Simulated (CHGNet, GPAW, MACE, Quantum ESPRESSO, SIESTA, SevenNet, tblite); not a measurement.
**Twisted Ti3C2O2 MXene bilayer, 38.21 deg (98 atoms), the built cell with every atom moved at random**

The starting structure: Ti3C2O2 MXene (a = 3.04 Å) under Ti3C2O2 MXene (a = 3.04 Å), bilayer, commensurate cell of 7 unit cells a layer, twist 38.21 deg; facing planes 2.85 Å apart; 14 Å of vacuum; layers as built, displaced by a Gaussian of 0.01 Å. Then every atom was moved at random, 0.02 Å r.m.s. a Cartesian component.

This is the built cell with every atom moved at random. Method: Kohn-Sham DFT, PBE, PseudoDojo 0.4.1 norm-conserving pseudopotentials (converted to PSML), numerical atomic orbitals (DZP), diagonalisation; shift 0.01 Ry; mesh 500 Ry; levels smeared at 580 K (SIESTA 5.4.2); Γ point.

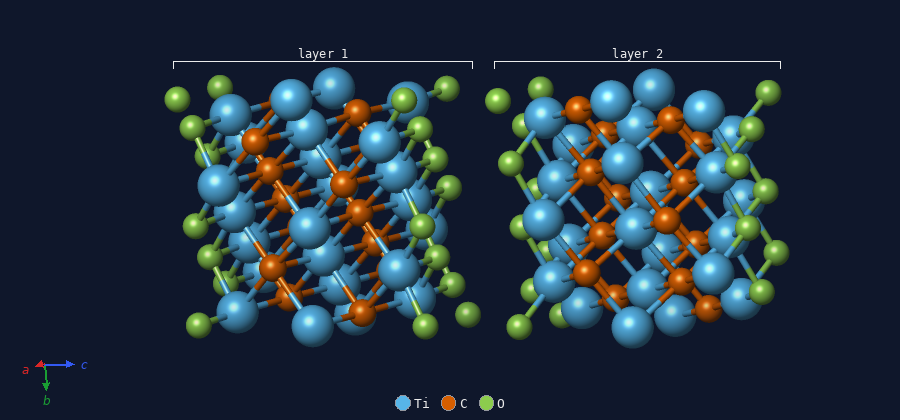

The structure (titanium blue, carbon orange, oxygen green). Bonds to atoms that aren't drawn are left out. Some periodic images of atoms are drawn too.

Cell vectors (Å):

```
8.043 0.000 0.000
-4.022 6.966 0.000
0.000 0.000 30.650
```

Positions (Å):

```
1 Ti 0.018 0.013 10.478
2 C 0.582 1.652 11.734
3 C 1.684 0.325 9.181
4 Ti 1.704 0.345 12.994
5 Ti 0.589 1.634 7.885
6 O -4.005 6.965 13.906
7 O 8.010 0.023 7.006
8 Ti -0.573 2.950 10.488
9 C 0.012 4.639 11.734
10 C 1.141 3.294 9.185
11 Ti 1.150 3.301 12.996
12 Ti 0.027 4.655 7.904
13 O -0.564 3.002 13.881
14 O -0.625 3.001 6.970
15 Ti -1.147 5.949 10.467
16 C 3.459 0.591 11.745
17 C 0.568 6.281 9.201
18 Ti 0.536 6.275 13.022
19 Ti 3.461 0.681 7.889
20 O -1.127 5.941 13.899
21 O -1.168 5.957 6.996
22 Ti 2.319 1.999 10.436
23 C 2.869 3.617 11.713
24 C 3.981 2.331 9.163
25 Ti 4.030 2.335 13.016
26 Ti 2.854 3.618 7.919
27 O 2.293 2.021 13.925
28 O 2.299 1.977 7.003
29 Ti 1.715 4.960 10.437
30 C 2.278 6.656 11.702
31 C 3.429 5.270 9.169
32 Ti 3.444 5.309 13.012
33 Ti 2.308 6.654 7.915
34 O 1.704 4.992 13.887
35 O 1.738 5.034 6.985
36 Ti 5.207 1.025 10.487
37 C 5.715 2.641 11.699
38 C 6.875 1.325 9.189
39 Ti 6.923 1.314 12.978
40 Ti 5.775 2.699 7.897
41 O 5.182 0.991 13.925
42 O 5.177 1.001 7.007
43 Ti 4.588 4.015 10.479
44 C -2.855 5.617 11.711
45 C -1.703 4.277 9.197
46 Ti -1.760 4.304 13.011
47 Ti -2.884 5.670 7.876
48 O 4.572 3.937 13.896
49 O 4.624 3.977 7.014
50 Ti 5.736 1.942 20.166
51 C 4.568 0.691 21.449
52 C 4.040 2.300 18.933
53 Ti 3.988 2.275 22.748
54 Ti 4.603 0.648 17.630
55 O 5.740 2.006 23.668
56 O 5.763 1.978 16.781
57 Ti 3.460 4.006 20.214
58 C 2.297 2.670 21.493
59 C 1.719 4.303 18.906
60 Ti 1.733 4.319 22.759
61 Ti 2.305 2.644 17.661
62 O 3.444 3.967 23.611
63 O 3.434 3.992 16.760
64 Ti 2.879 0.989 20.163
65 C -2.299 6.660 21.496
66 C 1.184 1.286 18.898
67 Ti 1.101 1.322 22.795
68 Ti -2.290 6.661 17.646
69 O 2.903 1.018 23.640
70 O 2.833 0.974 16.732
71 Ti 1.151 5.943 20.197
72 C -0.009 4.618 21.475
73 C -0.574 6.283 18.942
74 Ti -0.567 6.281 22.771
75 Ti -0.014 4.661 17.621
76 O 1.139 5.988 23.664
77 O 1.136 5.999 16.716
78 Ti 0.603 3.027 20.208
79 C -0.586 1.655 21.475
80 C -1.154 3.294 18.919
81 Ti -1.145 3.342 22.755
82 Ti -0.568 1.693 17.661
83 O 0.562 2.987 23.687
84 O 0.554 3.013 16.749
85 Ti 4.020 6.951 20.200
86 C 2.853 5.616 21.504
87 C 6.310 0.322 18.929
88 Ti 6.319 0.338 22.742
89 Ti 2.893 5.642 17.634
90 O 0.031 0.052 23.684
91 O -4.007 6.963 16.760
92 Ti -1.705 4.954 20.193
93 C 5.171 3.686 21.432
94 C 4.603 5.304 18.901
95 Ti 4.592 5.289 22.745
96 Ti 5.205 3.688 17.680
97 O -1.736 4.936 23.645
98 O -1.706 4.958 16.711
```

Predict the forces and charges.

Columns: atom, q, fx, fy, fz (forces in eV/Å, q the Hirshfeld charge in e).

```
1 0.26 -0.016 0.088 -0.426
2 -0.30 -0.254 -0.574 -0.547
3 -0.29 -0.064 -0.465 0.411
4 0.38 0.740 0.468 0.079
5 0.39 0.102 0.970 0.342
6 -0.22 -0.350 -0.299 0.380
7 -0.22 0.216 -0.509 -0.784
8 0.26 0.198 0.928 -0.538
9 -0.29 -0.372 -0.505 -0.846
10 -0.29 -0.280 -0.192 0.175
11 0.38 0.214 0.495 0.208
12 0.38 0.319 0.241 -0.227
13 -0.22 -0.413 -0.381 0.493
14 -0.23 0.303 -0.271 -0.173
15 0.27 0.599 0.691 -0.311
16 -0.28 -0.629 0.383 -0.911
17 -0.28 -0.455 -0.145 0.236
18 0.38 0.397 0.752 0.254
19 0.38 0.826 0.318 0.175
20 -0.22 -0.468 -0.066 0.658
21 -0.23 -0.245 -0.085 -0.253
22 0.26 0.506 0.254 0.140
23 -0.29 -0.195 -0.055 -0.423
24 -0.29 -0.301 -0.766 0.794
25 0.38 -0.041 -0.464 0.011
26 0.38 0.691 0.924 -0.220
27 -0.22 0.009 -0.518 0.273
28 -0.22 -0.338 -0.226 -0.843
29 0.26 0.228 0.493 0.286
30 -0.29 0.249 -0.530 -0.363
31 -0.29 -0.023 0.028 0.881
32 0.39 -0.215 0.440 -0.260
33 0.38 -0.257 0.101 -0.114
34 -0.22 0.404 -0.429 0.630
35 -0.23 -0.424 -0.716 -0.160
36 0.26 -0.150 -0.369 -0.277
37 -0.30 0.198 -0.256 -0.104
38 -0.29 0.002 -0.246 0.734
39 0.38 -0.390 0.230 0.624
40 0.38 0.212 0.249 -0.119
41 -0.23 -0.029 -0.121 -0.057
42 -0.22 -0.329 -0.339 -0.273
43 0.26 0.335 0.230 -0.700
44 -0.30 -0.744 -0.297 -0.100
45 -0.28 -0.623 -0.053 0.518
46 0.38 0.709 0.289 0.042
47 0.39 0.578 -0.090 0.038
48 -0.21 0.086 0.332 0.810
49 -0.23 -0.510 0.051 -0.470
50 0.27 0.235 0.516 0.425
51 -0.29 0.269 -0.429 -0.239
52 -0.29 -0.628 0.055 0.404
53 0.38 0.461 0.140 0.072
54 0.38 0.274 0.525 -0.249
55 -0.23 -0.103 -0.005 -0.082
56 -0.22 -0.282 -0.244 -0.735
57 0.26 0.278 -0.431 -0.010
58 -0.29 -0.176 0.027 -1.115
59 -0.29 -0.178 0.047 0.907
60 0.39 0.218 -0.208 0.204
61 0.38 0.385 0.617 -0.202
62 -0.23 -0.003 0.118 1.019
63 -0.22 0.039 -0.315 -0.605
64 0.27 0.080 -0.015 0.446
65 -0.28 -0.220 -0.247 -0.779
66 -0.29 -0.620 0.060 1.082
67 0.39 0.408 -0.156 -0.292
68 0.37 0.085 0.125 -0.101
69 -0.22 -0.335 -0.232 0.819
70 -0.22 0.526 0.039 -0.477
71 0.26 0.219 0.256 -0.146
72 -0.30 0.082 0.279 -0.599
73 -0.30 -0.143 0.074 0.319
74 0.39 -0.193 0.100 -0.315
75 0.38 0.390 0.144 -0.079
76 -0.22 -0.060 0.010 0.382
77 -0.22 -0.123 -0.323 -0.215
78 0.26 -0.132 -0.497 0.151
79 -0.28 -0.002 -0.139 -0.647
80 -0.29 0.129 0.177 0.624
81 0.38 -0.135 -0.810 0.215
82 0.38 0.186 0.216 -0.300
83 -0.23 -0.059 0.197 0.140
84 -0.22 0.105 -0.444 -0.440
85 0.26 0.572 0.568 0.054
86 -0.30 -0.053 0.381 -0.867
87 -0.29 -0.111 -0.170 0.731
88 0.38 0.136 0.066 0.258
89 0.38 0.299 -0.021 -0.093
90 -0.23 -0.550 -0.359 0.397
91 -0.22 -0.338 -0.067 -0.565
92 0.26 -0.227 0.285 0.020
93 -0.28 -0.068 -0.079 -0.175
94 -0.29 -0.376 -0.331 0.977
95 0.38 0.120 0.014 -0.243
96 0.37 -0.242 0.066 -0.367
97 -0.22 0.057 0.493 0.806
98 -0.22 -0.192 -0.084 -0.204
```

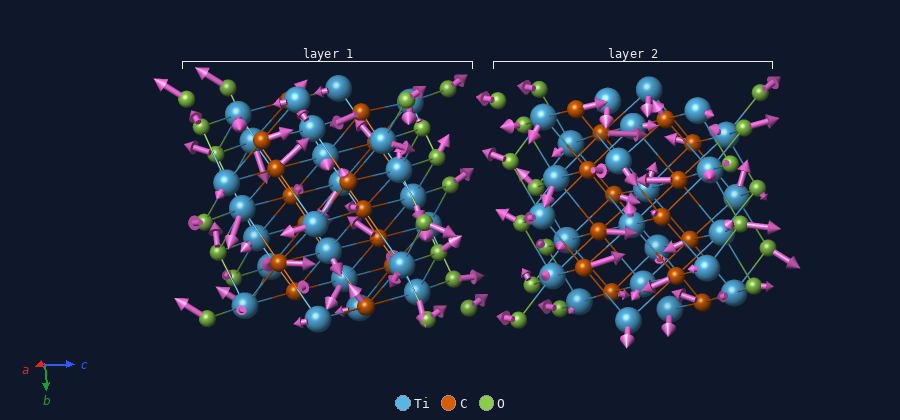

The forces as arrows, the longest 1.25 eV/Å. Bonds to atoms that aren't drawn are left out. Some periodic images of atoms are drawn too.

The functional has no dispersion term, which matters for the binding between molecules or layers. Only the Γ point is sampled, in a cell whose shortest periodic width is 7 Å.

The r.m.s. force component is 0.407 eV/Å; the longest force, 1.25 eV/Å, acts on C66.

[Logs are printed without paths, hosts, clocks, repeated set-up lines and the standing remarks that a program may print on its own settings, such as how far it seeks lower states.]

[Hosts, paths, dates, database ids (printed as entryN), source tags and the programs' standing remarks are cut or masked in the printed files.]
